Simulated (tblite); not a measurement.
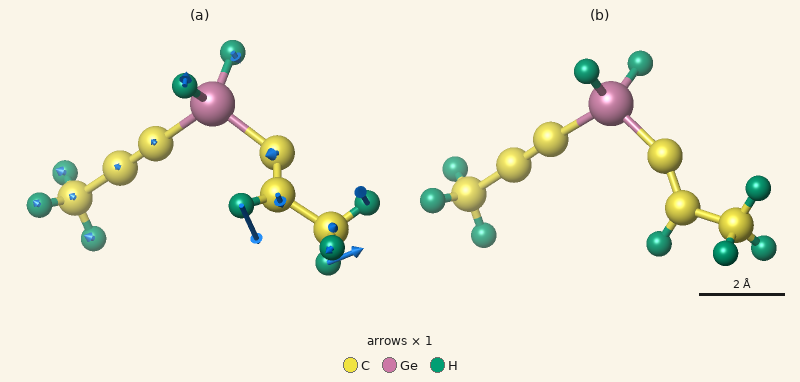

The structure of C6H9Ge (multiplicity 2) before (left) and after (right) a relaxation, at one scale. The blue arrows give the displacements, at their true length.

Style: ball-and-stick. Shown from a free direction.

Method: tblite, GFN2-xTB geometry optimisation, gas phase. 

> Describe what moved and what it gained.

After 198 geometry steps the energy has fallen by 51.0 kJ/mol. An H atom moves most after the best rigid fit: 1.74 Å. By element the largest moves are H 1.74 Å, C 0.51 Å, Ge 0.10 Å. Some distances before and after: Ge–H 1.546 → 1.499 Å, C–C 1.493 → 1.447 Å, C–H 1.127 → 1.090 Å, C–Ge 1.923 → 1.890 Å. Bond angles that change, for instance: Ge–C–C 122.4° → 150.5°, C–C–C 116.4° → 125.4°, C–C–H 120.0° → 113.1°. Groups turn about C–Ge by about 75°, C–C by about 35°.
